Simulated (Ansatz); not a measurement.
# AsF3 (arsenic trifluoride) at BLYP/cc-pVDZ

What is the electronic atomisation energy of AsF3 (arsenic trifluoride) at BLYP/cc-pVDZ? 

The results are computed with Ansatz 0.2.0.

33 further runs of the same task are left out: 3 that didn't finish, 30 set aside as unsound or not needed.

## (1) The molecule

AsF3: 4 atoms, total charge 0, spin state singlet. As SMILES, `F[As](F)F`. Geometry: relaxed at PBE0-D4/def2-TZVP.

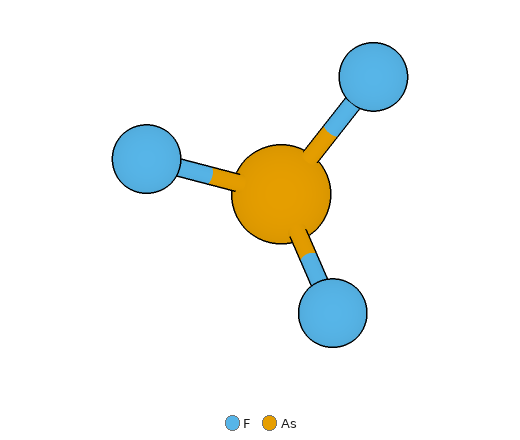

The structure, seen from a chosen angle (fluorine blue, arsenic amber).

## (2) A single-point energy at BLYP/cc-pVDZ

Input file input.yaml:

```yaml
crystal:
  periodic: [false, false, false]
  atoms:
    - symbol: F
      position_ang: [-0.445870, 0.395590, 1.362650]
    - symbol: As
      position_ang: [-0.461950, -0.457240, -0.125630]
    - symbol: F
      position_ang: [1.203970, -0.865930, -0.112740]
    - symbol: F
      position_ang: [-0.296160, 0.927580, -1.124280]
basis:
  gaussian: {orbitals: cc-pVDZ}
hamiltonian: {xc: {name: BLYP}}
accuracy: high
output: {orbitals: {seedname: orbitals}}
```

Command:

```console
ansatz run input.yaml --threads 1 --pin off --max-ram 3480MiB --events-out events.jsonl --progress --plain --runs-dir runs
```

The log of the run:

```text
Warning: RAYON_NUM_THREADS=1 ignored (pool sized by the plan → 1); use --threads N
Functional definition: BLYP
  name "BLYP"
  parameter beta = 0.0042
  parameter a = 0.04918
  parameter b = 0.132
  parameter c = 0.2533
  parameter d = 0.349
  exchange = b88_x(beta = beta)
  correlation = lyp_c(a = a, b = b, c = c, d = d)
1414 factors; integrals over basis functions are off by at most 4.5e-9 eV
mean field evaluation 1: about -68988.6855 eV, gradient 5.8e1 eV
mean field evaluation 2: about -68963.0886 eV, gradient 1.4e2 eV
mean field evaluation 4: about -68993.8671 eV, gradient 2.0e0 eV
mean field evaluation 8: about -68993.8785 eV, gradient 6.7e-2 eV
mean field evaluation 16: about -68993.8785 eV, gradient 6.1e-6 eV
mean field -68993.87847380 eV, -2535.4782681816 hartree, gradient 3.4e-8 eV, S^2 0.000000; 0 other end points of the search recorded, 0 dependent functions left out
reference -68993.87850932 eV, -2535.4782694871 hartree; 30, 30 occupied and 39, 39 virtual orbitals, 1414 factors
Total energy: -68993.87850932 eV, -2535.4782694871 hartree
```

Run time: 3.3 s. Hardware: 1 thread of Arm Neoverse V2, shared host; peak memory 0.16 GiB.

## (3) The As atom at the same level

Input file molecule.yaml:

```yaml
crystal:
  periodic: [false, false, false]
  atoms:
    - {symbol: As, position_ang: [0.000000, 0.000000, 0.000000]}
basis:
  gaussian: {orbitals: cc-pVDZ}
magnetization: {spin_polarized: true, initial_magnetization: 3}
hamiltonian: {xc: {name: BLYP}}
accuracy: high
```

Run the same way, it converges to -2235.82931 Eh (log not shown).

## (4) The F atom

Input file molecule.yaml:

```yaml
basis:
  gaussian: {orbitals: cc-pVDZ}
crystal:
  periodic: [false, false, false]
  atoms:
    - {symbol: F, position_ang: [0.000000, 0.000000, 0.000000]}
magnetization: {spin_polarized: true, initial_magnetization: 1}
accuracy: high
hamiltonian: {xc: {name: BLYP}}
```

Run the same way, it converges to -99.71336 Eh (log not shown).

## (5) Results

Level: BLYP/cc-pVDZ.

```
                     quantity           value
       molecule: total energy  -2535.47827 Eh
        molecule: HOMO energy        -7.86 eV
        molecule: LUMO energy        -1.26 eV
      molecule: HOMO–LUMO gap         6.60 eV
        As atom: total energy  -2235.82931 Eh
                As atom: ⟨S²⟩           3.750
         F atom: total energy    -99.71336 Eh
                 F atom: ⟨S²⟩           0.751
electronic atomisation energy       13.847 eV
```

**Reading.** Taking the molecule apart into free atoms costs 13.85 eV (319 kcal/mol), before zero-point energy and without spin-orbit coupling.
